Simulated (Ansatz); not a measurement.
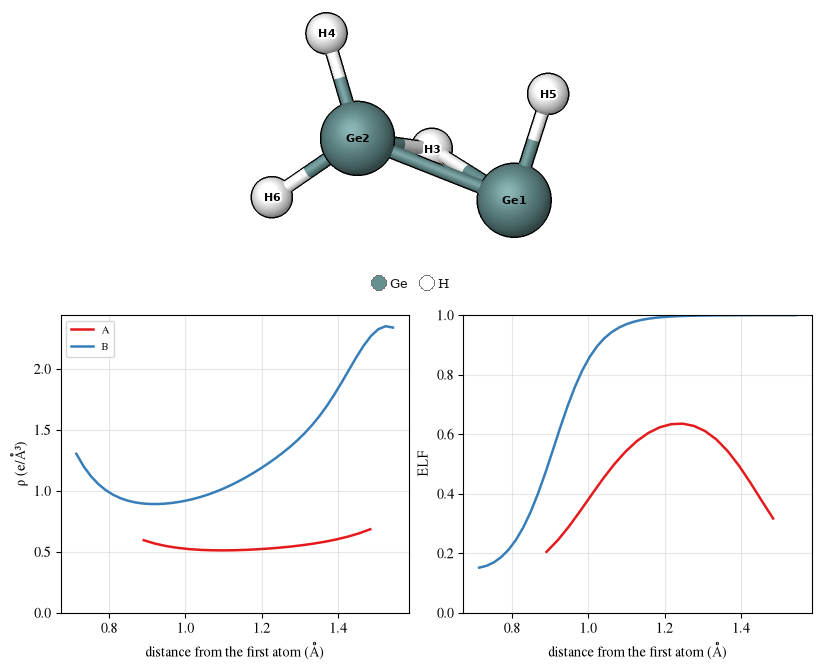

*Ge2H4. Electron density and ELF along straight lines between neighbouring atoms. The curves leave out the atomic cores. The structure is drawn too.*

Geometry: r2SCAN-D4/def2-TZVP.

Theory: RKS PBE0-D4/def2-TZVP (Ansatz).

```json
{"atom": "Ge", "x (Å)": "0.9871", "y (Å)": "-0.1598", "z (Å)": "-1.4558"}
{"atom": "Ge", "x (Å)": "-0.5292", "y (Å)": "0.5077", "z (Å)": "0.2464"}
{"atom": "H", "x (Å)": "1.0200", "y (Å)": "-0.1921", "z (Å)": "0.4219"}
{"atom": "H", "x (Å)": "-1.4497", "y (Å)": "-0.3879", "z (Å)": "1.1040"}
{"atom": "H", "x (Å)": "0.3084", "y (Å)": "-1.5944", "z (Å)": "-1.3425"}
{"atom": "H", "x (Å)": "-0.3366", "y (Å)": "1.8265", "z (Å)": "1.0260"}
```

> Which curve belongs to which contact (Ge–Ge and Ge–H)? The first atom named is at distance zero.

Curve A: Ge–Ge (2.38 Å): ρ is about 0.52 e/Å³ halfway; the ELF peaks at about 0.65 between the atoms. Curve B: Ge–H (1.54 Å): the density is about 1.1 e/Å³ at the midpoint; the ELF climbs to about 1 towards the hydrogen.
